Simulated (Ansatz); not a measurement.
# Sensitivity of the G0W0 gap of CeO2 (Fm-3m)

Aim: change settings of a G0W0 run on CeO2 (Fm-3m) and see what moves.

Program: Ansatz 0.2.0. Level of theory: G0W0 on PBE, plane waves, PAW; PAW set soft_1. Results are calculated unless marked as measured.

In doubt: the elements are of a kind flagged for part-filled d or f shells, though by formal charges that shell is empty here, so the flag may not apply.

## Step 1: The structure

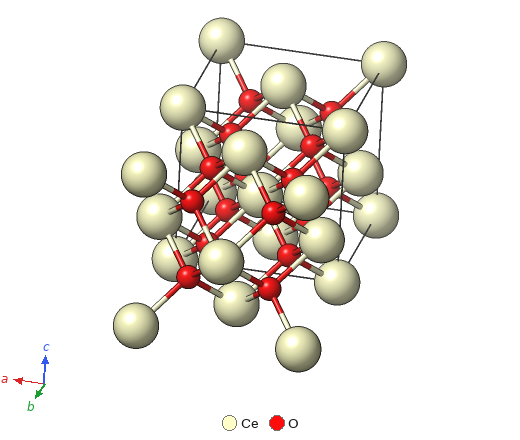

The starting structure, seen from a free direction (cerium light yellow, oxygen red). 1×2×1 cells are drawn. This picture shows the conventional cell, with its axes. Some periodic images of atoms are drawn too.

The cell and positions come from the Crystallography Open Database and are kept as given unless a step says otherwise. Spin-orbit coupling is left out unless a step names it.

## Step 2: The base run: 6×6×6 mesh, 89 empty bands, screening to 100 eV, PAW set soft_1 files

Now the one-shot GW correction: screening in the RPA, then the self-energy of the levels asked for. This step takes PAW set soft_1 files.

input.yaml reads:

```yaml
crystal:
  lattice:
    - [0.0, 2.70365, 2.70365]
    - [2.70365, 0.0, 2.70365]
    - [2.70365, 2.70365, 0.0]
  atoms:
    - { symbol: Ce, position: [0.0, 0.0, 0.0] }
    - { symbol: O, position: [0.25, 0.25, 0.25] }
    - { symbol: O, position: [0.75, 0.75, 0.75] }
kpoints:
  mp_grid: { grid: [6, 6, 6] }
hamiltonian:
  xc: pbe
  pseudopotentials: { kind: paw, azcp: { folder: soft_1 } }
scf:
  occupations: { method: fixed }
gw:
  n_empty_bands: 89
  ecut_chi: 100
  qp_bands: [v2, c2]
  qp_kpoints: band_edges
  screening: { model: contour_deformation }
```

On the command line:

```
ansatz run input.yaml --threads 3 --pin off --max-ram 92160MiB --backend cuda --events-out ev --progress --plain --runs-dir out --devices 1 --max-vram 13GiB
```

Numbers of over 12 decimals in the logs are rounded to 6 here.

The program printed:

```text
GPUs: using 1 of 1 available (devices: 1).
Engine: ansatz 0.2.0, x86_64-unknown-linux-gnu
Pseudopotentials: kind: paw
Pseudopotential: Ce, paw, valence charge 12, recommended cutoff 420 eV (normal), soft_1/Ce.paw.azcp
Pseudopotential: O, paw, valence charge 6, recommended cutoff 420 eV (normal), soft_1/O.paw.azcp
Functional definition: PBE
  parameter kappa = 0.804
  parameter beta = 0.066725
  exchange = pbe_x(kappa = kappa, mu = beta*pi^2/3)
  correlation = pbe_c(beta = beta)
device memory: the entry about to start is reckoned to put 0.5 GiB on a device that reports 51.1 GiB free (of which the cap on the GPU budget leaves the run 13.0 GiB)
GPU FFT provider: cuFFT
GPU libraries: cuBLAS 13.8.2, cuFFT 12.4.0, cuSOLVER 12.3.4
Crystal: 3 atoms, lattice volume = 39.526 Å³
Basis set: ecut = 420 eV, 749 PW (Γ)
Bands: 16, of which v1, the nominal top of the filled ones, is band 12 counted from 1 (11 counted from 0)
Symmetry: 48 space group operations
Space group: Fm-3m (ITA 225), of the structure as read, at distance tolerance 3.4e-5 Å
k-points: 16 of 216
Non-local potential: Ce, projectors of the file, l = 0: 3, l = 1: 2, l = 2: 2, l = 3: 3
Non-local potential: O, projectors of the file, l = 0: 2, l = 1: 2, l = 2: 1
PAW form: soft (Blöchl's): semilocal exchange-correlation on the pseudo side does not see the compensation charge
PAW one-centre angular grid: Ce, 590 points (default); XC on 64 Gauss nodes
PAW one-centre angular grid: O, 110 points (default); XC on 64 Gauss nodes
Initial density: superposition of atomic densities (chi_scale 0.1, normalization cell, long waves kept (reshape's long-wave potential 0.00 eV rms))
Initial wavefunctions: pseudopotential atomic-orbital guess
GPU buffer pool allocated for 19683 grid points (all kernels)
GPU transforms: local potential and band sums: pruned to the plane-wave sphere, on 25×25×25
Functional: x = pbe(κ = 0.804, μ = 0.219515), c = pbe(β = 0.066725)
SCF iter   1: F=—  HF=-7716.061747 eV  |F-HF|=—  |Δ(HF+E_count)|=         —  Δρ=4.82e-2  dr2=6.40e-1  ethr=3.10e-3  ⟨swp⟩=4.0  Hψ=1022  notcnv=0  defer=17
preconditioner: auto → none  [insulator: Δε(μ)=2.178 eV  Ē_g=10.308 eV  n_scr=14 (ndim 8)  ℏωp=27.7 eV  f_vac=0.000  ε∞_Penn≈8.2]
SCF iter   2: F=—  HF=-7715.994605 eV  |F-HF|=—  |Δ(HF+E_count)|=   6.71e-2  Δρ=2.18e-2  dr2=1.40e-1  ethr=2.67e-3  ⟨swp⟩=2.8  Hψ=480  notcnv=0  defer=9
SCF iter   3: F=—  HF=-7716.029597 eV  |F-HF|=—  |Δ(HF+E_count)|=   3.50e-2  Δρ=1.48e-2  dr2=1.07e-1  ethr=5.82e-4  ⟨swp⟩=2.9  Hψ=450  notcnv=0  defer=8
SCF iter   4: F=—  HF=-7716.016413 eV  |F-HF|=—  |Δ(HF+E_count)|=   1.32e-2  Δρ=4.37e-3  dr2=6.33e-3  ethr=4.44e-4  ⟨swp⟩=2.6  Hψ=404  notcnv=0  defer=11
[...]
k-point 2: bands = [... 8 lower, 8.9174, 9.7371, 10.0317, 10.0317, 13.0370, 13.0370, 13.0886, 13.1504]
  k-point 15: bands = [... 8 lower, 9.7130, 9.8897, 10.0783, 10.1820, 12.9046, 12.9851, 12.9950, 13.1496]
--- G₀W₀: contour deformation, 6 samples at zero and on the imaginary axis and 1 off it, 216 q-points, 89 empty bands' worth ---
  eigenvalues of the whole cell's RPA ε∞ on this k-mesh (on a slab, of 1 + 4πα/V) = 7.6516, 7.6516, 7.6516; static W/v taken at q = 0 is 0.130691
  bands read: the sum over 101 bands ends inside a degenerate multiplet in 2 slots, whose members it reads at an even weight; the widest, k=3: bands 101 to 102 (counted from 1) at 1/2 each
  gw.qp_kpoints: band_edges: 16 of 16 stored k-points solved, in 1 pass; an edge of the gap read off the rows below is read off those points alone
  `?` marks the rows in doubt; gw_qp.tsv's column doubts and the gw_qp event give each row's grounds
    ik  band        ε_KS         Σx   Σc(E_QP)       V_xc       Z   E_QP_lin       E_QP  E_QP is
     0    11     10.2227   -25.9571     3.4587   -22.8741  0.6783    10.5949    10.5985  root
     0    12     10.2227   -25.9571     3.4587   -22.8741  0.6783    10.5949    10.5985  root
     0    13     13.1432   -23.6621   -12.9965   -38.5726  0.5528    15.5215    15.0571  root ?
     0    14     13.1432   -23.6621   -12.9965   -38.5726  0.5528    15.5215    15.0571  root ?
     1    11     10.1314   -25.6074     3.6844   -22.2117  0.6799    10.4177    10.4200  root
     1    12     10.1314   -25.6074     3.6844   -22.2117  0.6799    10.4177    10.4200  root
     1    13     13.1149   -23.5377   -12.8138   -38.2693  0.5564    15.4865    15.0327  root ?
     1    14     13.1149   -23.5377   -12.8138   -38.2693  0.5564    15.4865    15.0327  root ?
     2    11     10.0317   -25.5288     3.8579   -21.9068  0.6810    10.2660    10.2676  root
     2    12     10.0317   -25.5288     3.8579   -21.9068  0.6810    10.2660    10.2676  root
     2    13     13.0370   -23.5552   -12.5126   -38.0059  0.5625    15.4163    14.9752  root ?
     2    14     13.0370   -23.5552   -12.5126   -38.0059  0.5625    15.4163    14.9752  root ?
     3    11     10.0479   -25.9106     3.7851   -22.4116  0.6807    10.3317    10.3340  root
     3    12     10.0479   -25.9106     3.7851   -22.4116  0.6807    10.3317    10.3340  root
     3    13     12.8147   -23.1984   -11.4573   -36.6457  0.5844    15.1811    14.8047  root ?
     3    14     13.0016   -23.6853   -12.4484   -38.0850  0.5639    15.3942    14.9529  root ?
[...]
14    11      9.9870   -26.2997     3.9879   -22.6067  0.6792    10.2795    10.2820  root
    14    12     10.5871   -25.8841     4.4338   -21.5474  0.6949    10.6840    10.6843  root
    14    13     12.8772   -23.2100   -11.6550   -36.8264  0.5787    15.2230    14.8386  root ?
    14    14     13.0002   -23.7346   -12.3431   -38.0245  0.5649    15.3846    14.9470  root ?
    15    11     10.0783   -26.0712     4.2653   -22.0263  0.6789    10.2973    10.2988  root
    15    12     10.1820   -26.0898     4.2610   -22.0479  0.6806    10.3996    10.4010  root
    15    13     12.9046   -23.3733   -11.7927   -37.1234  0.5755    15.2585    14.8620  root ?
    15    14     12.9851   -23.8133   -12.2572   -38.0180  0.5660    15.3680    14.9326  root ?
[key lines of the parts left out:]
SCF converged after 8 iterations
Free energy (F): -7716.016495 eV
Fermi energy:    10.732522 eV
```

It took 16 s on 1 × NVIDIA H100 80GB HBM3 (shared by 6 runs) with 3 threads of AMD EPYC 7R13 (Zen 3), shared host; peak memory 1 GiB.

In the SCF lines HF is the Harris–Foulkes energy and dr2 the Hartree energy of the density residual, in eV; the loop may stop once dr2 is under the threshold and the program's other checks hold. Hψ counts applications of the Hamiltonian.

This step gave:

| Property | Result |
| --- | --- |
| bands summed | 101 |
| RPA ε∞ on this mesh (eigenvalues) | 7.652, 7.652, 7.652 |
| plane waves in the screening matrix | 89 |
| q-points in the mesh | 216 |
| G0W0 gap on the mesh | 3.811 eV |
| k of the valence top | 0, 0.1667, -0.1667 |
| k of the conduction bottom | 0, 0, -0.5 |
| starting gap on the mesh | 2.082 eV |
| Z at the valence top | 0.6863 |
| Z at the conduction bottom | 0.5844 |
| least direct G0W0 gap on the computed points | 3.896 eV |

The gap on the mesh goes from 2.08 eV to 3.81 eV, a correction of +1.73 eV, though a band edge has moved to another state. The program marks an edge row as in doubt.

## Step 3: Variant: potentials

Other atomic data (hard PAW) test the pseudisation: the cutoff goes from 420 to 930 eV, with the same valence electrons.

This step: G0W0 on PBE, plane waves, PAW.

input.yaml: that of step 2 with these lines changed.

```diff
@@ -13,3 +13,3 @@
   xc: pbe
-  pseudopotentials: { kind: paw, azcp: { folder: soft_1 } }
+  pseudopotentials: { kind: paw, source: ansatz }
 scf:
```

The program printed:

```text
GPUs: using 1 of 1 available (devices: 1).
[...]
GPU FFT provider: cuFFT
GPU libraries: cuBLAS 13.8.2, cuFFT 12.4.0, cuSOLVER 12.3.4
Crystal: 3 atoms, lattice volume = 39.526 Å³
Basis set: ecut = 930 eV, 2637 PW (Γ)
Bands: 16, of which v1, the nominal top of the filled ones, is band 12 counted from 1 (11 counted from 0)
[... 1 set-up line as in the run before ...]
[...]
k-points: 16 of 216
[...]
GPU buffer pool allocated for 157464 grid points (all kernels)
[...]
SCF iter   1: F=—  HF=-7721.544955 eV  |F-HF|=—  |Δ(HF+E_count)|=         —  Δρ=4.94e-2  dr2=8.93e-1  ethr=3.10e-3  ⟨swp⟩=5.0  Hψ=1206  notcnv=0  defer=7
[...]
SCF iter   9: F=-7721.406948 eV  HF=-7721.406948 eV  |F-HF|=4.50e-8  |Δ(HF+E_count)|=   8.15e-7  Δρ=1.03e-5  dr2=4.43e-8  ethr=4.17e-10  ⟨swp⟩=5.5  Hψ=1426  notcnv=0
SCF 1 converged in 9 iterations: F = -7721.406948 eV  dr2 = 4.43e-8
[...]
NSCF: frozen V_eff on 16 k-points, pencils in batches of 32, up to order 64
[...]
NSCF: frozen V_eff on 16 k-points
G₀W₀ screening: q 1/16
[... further progress lines ...]
[...]
SCF converged after 9 iterations
Free energy (F): -7721.406948 eV
[...]
Internal energy: -7721.406948 eV  (E = F + TS)
E sigma→0 (E₀):  -7721.406948 eV
Fermi energy:    10.737683 eV
[...]
--- Band table (eV; the first three rows and the last of 16) ---
  k-point 0: bands = [... 8 lower, 6.9576, 10.2272, 10.2272, 10.2272, 13.1566, 13.1566, 13.1566, 13.4110]
[...]
0    14     13.1566   -23.5948   -12.9710   -38.4858  0.5545    15.5419    15.0765  root ?
     1    11     10.1353   -25.5892     3.6863   -22.1833  0.6805    10.4136    10.4157  root
     1    12     10.1353   -25.5892     3.6863   -22.1833  0.6805    10.4136    10.4157  root
     1    13     13.1277   -23.4684   -12.7872   -38.1795  0.5582    15.5063    15.0516  root ?
     1    14     13.1277   -23.4684   -12.7872   -38.1795  0.5582    15.5063    15.0516  root ?
     2    11     10.0354   -25.5125     3.8580   -21.8819  0.6816    10.2614    10.2629  root
     2    12     10.0354   -25.5125     3.8580   -21.8819  0.6816    10.2614    10.2629  root
     2    13     13.0492   -23.4846   -12.4871   -37.9159  0.5643    15.4356    14.9935  root ?
     2    14     13.0492   -23.4846   -12.4871   -37.9159  0.5643    15.4356    14.9935  root ?
     3    11     10.0522   -25.8971     3.7854   -22.3889  0.6813    10.3273    10.3295  root
     3    12     10.0522   -25.8971     3.7854   -22.3889  0.6813    10.3273    10.3295  root
     3    13     12.8258   -23.1219   -11.4329   -36.5507  0.5862    15.1987    14.8217  root ?
     3    14     13.0139   -23.6141   -12.4237   -37.9951  0.5657    15.4136    14.9713  root ?
[...]
14    11      9.9919   -26.2854     3.9876   -22.5845  0.6798    10.2762    10.2786  root
    14    12     10.5917   -25.8749     4.4287   -21.5355  0.6954    10.6808    10.6810  root
    14    13     12.8883   -23.1324   -11.6284   -36.7280  0.5806    15.2405    14.8556  root ?
    14    14     13.0123   -23.6625   -12.3188   -37.9343  0.5667    15.4039    14.9653  root ?
    15    11     10.0826   -26.0438     4.2724   -21.9809  0.6795    10.2908    10.2921  root
    15    12     10.1862   -26.0854     4.2510   -22.0495  0.6811    10.3999    10.4013  root
    15    13     12.9160   -23.2976   -11.7670   -37.0280  0.5773    15.2765    14.8794  root ?
    15    14     12.9972   -23.7407   -12.2338   -37.9283  0.5677    15.3874    14.9509  root ?
```

Elapsed: 17 s, on 1 × NVIDIA H100 80GB HBM3 (shared by 6 runs) with 3 threads; peak memory 1.2 GiB.

The G0W0 gap on the mesh is 3.831 eV.

Against the base:

| setting | base | variant |
| --- | --- | --- |
| files | PAW set soft_1 | hard PAW |

| quantity | variant | base |
| --- | --- | --- |
| starting gap on the mesh | 2.088 | 2.082 |
| G0W0 gap on the mesh | 3.831 | 3.811 |
| least direct G0W0 gap on the computed points | 3.917 | 3.896 |
| Z at the valence top | 0.687 | 0.686 |
| Z at the conduction bottom | 0.586 | 0.584 |

## Step 4: Variant: frequency model

A plasmon pole stands in for the full frequency dependence of the screening; this run shows what that costs in accuracy.

This step: G0W0 on PBE, plane waves, PAW; PAW set soft_1.

input.yaml: that of step 3 with these lines changed.

```diff
@@ -13,3 +13,3 @@
   xc: pbe
-  pseudopotentials: { kind: paw, source: ansatz }
+  pseudopotentials: { kind: paw, azcp: { folder: soft_1 } }
 scf:
@@ -21,2 +21,2 @@
   qp_kpoints: band_edges
-  screening: { model: contour_deformation }
+  screening: { model: godby_needs }
```

The program printed:

```text
GPUs: using 1 of 1 available (devices: 1).
[...]
GPU FFT provider: cuFFT
GPU libraries: cuBLAS 13.8.2, cuFFT 12.4.0, cuSOLVER 12.3.4
Crystal: 3 atoms, lattice volume = 39.526 Å³
Basis set: ecut = 420 eV, 749 PW (Γ)
Bands: 16, of which v1, the nominal top of the filled ones, is band 12 counted from 1 (11 counted from 0)
[... 1 set-up line as in the run before ...]
[...]
k-points: 16 of 216
[...]
GPU buffer pool allocated for 19683 grid points (all kernels)
[...]
SCF iter   1: F=—  HF=-7716.061747 eV  |F-HF|=—  |Δ(HF+E_count)|=         —  Δρ=4.82e-2  dr2=6.40e-1  ethr=3.10e-3  ⟨swp⟩=4.0  Hψ=1022  notcnv=0  defer=17
[...]
SCF iter   8: F=-7716.016495 eV  HF=-7716.016495 eV  |F-HF|=2.28e-8  |Δ(HF+E_count)|=   1.15e-7  Δρ=7.72e-6  dr2=3.03e-8  ethr=4.17e-10  ⟨swp⟩=5.8  Hψ=998  notcnv=0
SCF 1 converged in 8 iterations: F = -7716.016495 eV  dr2 = 3.03e-8
[...]
G₀W₀ screening: q 1/16
[... further progress lines ...]
[...]
SCF converged after 8 iterations
Free energy (F): -7716.016495 eV
[...]
Internal energy: -7716.016495 eV  (E = F + TS)
E sigma→0 (E₀):  -7716.016495 eV
Fermi energy:    10.732522 eV
[...]
--- Band table (eV; the first three rows and the last of 16) ---
  k-point 0: bands = [... 8 lower, 6.9568, 10.2227, 10.2227, 10.2227, 13.1432, 13.1432, 13.1432, 13.3961]
  k-point 1: bands = [... 8 lower, 7.6312, 9.9982, 10.1314, 10.1314, 13.1149, 13.1149, 13.1456, 13.4282]
  k-point 2: bands = [... 8 lower, 8.9174, 9.7371, 10.0317, 10.0317, 13.0370, 13.0370, 13.0886, 13.1504]
[...]
1    11     10.1314   -25.6074     3.7033   -22.2117  0.7557    10.4384    10.4390  root
     1    12     10.1314   -25.6074     3.7033   -22.2117  0.7557    10.4384    10.4390  root
     1    13     13.1149   -23.5377   -11.9317   -38.2693  0.6994    16.0916    15.9149  root ?
     1    14     13.1149   -23.5377   -11.9317   -38.2693  0.6994    16.0916    15.9149  root ?
     2    11     10.0317   -25.5288     3.8771   -21.9068  0.7580    10.2865    10.2868  root
     2    12     10.0317   -25.5288     3.8771   -21.9068  0.7580    10.2865    10.2868  root
     2    13     13.0370   -23.5552   -11.6498   -38.0059  0.7000    15.9793    15.8380  root ?
     2    14     13.0370   -23.5552   -11.6498   -38.0059  0.7000    15.9793    15.8380  root ?
     3    11     10.0479   -25.9106     3.8122   -22.4116  0.7568    10.3604    10.3610  root
     3    12     10.0479   -25.9106     3.8122   -22.4116  0.7568    10.3604    10.3610  root
[...]
3    14     13.0016   -23.6853   -11.5878   -38.0850  0.6998    15.9471    15.8135  root ?
[...]
4    13     13.0563   -23.3855   -11.8485   -38.0395  0.6998    16.0180    15.8618  root ?
[...]
13    14     13.0494   -23.6253   -11.5621   -37.9680  0.7010    15.9811    15.8300  root ?
[...]
14    12     10.5871   -25.8841     4.5007   -21.5474  0.7592    10.7510    10.7512  root
    14    13     12.8772   -23.2100   -10.8934   -36.8264  0.7064    15.6955    15.6002  root
    14    14     13.0002   -23.7346   -11.4849   -38.0245  0.7002    15.9323    15.8051  root ?
    15    11     10.0783   -26.0712     4.2913   -22.0263  0.7552    10.3245    10.3248  root
    15    12     10.1820   -26.0898     4.2917   -22.0479  0.7552    10.4314    10.4318  root
    15    13     12.9046   -23.3733   -11.0112   -37.1234  0.7048    15.7474    15.6434  root ?
    15    14     12.9851   -23.8133   -11.3984   -38.0180  0.7003    15.9085    15.7914  root ?
```

Elapsed: 18 s, on 1 × NVIDIA H100 80GB HBM3 (shared by 6 runs) with 3 threads; peak memory 1.1 GiB.

The G0W0 gap on the mesh is 4.500 eV.

Against the base:

| setting | base | variant |
| --- | --- | --- |
| frequency model | contour deformation | plasmon pole |

| quantity | variant | base |
| --- | --- | --- |
| starting gap on the mesh | 2.082 | 2.082 |
| G0W0 gap on the mesh | 4.500 | 3.811 |
| least direct G0W0 gap on the computed points | 4.614 | 3.896 |
| Z at the valence top | 0.757 | 0.686 |
| Z at the conduction bottom | 0.708 | 0.584 |

## Step 5: Outcome

| Property | Result |
| --- | --- |
| base | 3.81 eV, 16 s |
| potentials | 3.83 eV, 17 s |
| frequency model | 4.50 eV, 18 s |

What this shows: Potentials: the gap moves by +0.02 eV (the plane-wave cutoff goes from 420 to 930 eV). Frequency model: the gap moves by +0.69 eV. All runs here use a coarse mesh and modest cutoffs; they test settings and are not final values. Empty 4f levels lie among the conduction bands. Their place in the start is unsure; it enters the screening, and the edge itself where they lie low. The runs have no spin polarisation. For a closed low-spin shell that is the natural state; where a d or f shell is open it is a constraint, and the gap is then not the crystal's own. The compound holds f electrons or empty f levels, where one-shot G0W0 is unsure. The many-body steps are scalar-relativistic: spin-orbit coupling is not in them. The program marks a band-edge row as in doubt, so the gap is less sure than its digits.

[Paths, hosts, dates, memory and timing lines, banners, echoed tables and standing remarks are left out of the program output.]

[Logs are printed without paths, hosts, clocks, repeated set-up lines and the standing remarks that a program may print on its own settings, such as how far it seeks lower states.]

[Runs of the session that timed out or met a known fault of the program may be left out.]

[Cells called generated may have been cut or substituted from an entry of the Crystallography Open Database or the Materials Project.]

[Hosts, paths, dates, database ids (printed as entryN), source tags and the programs' standing remarks are cut or masked in the printed files.]
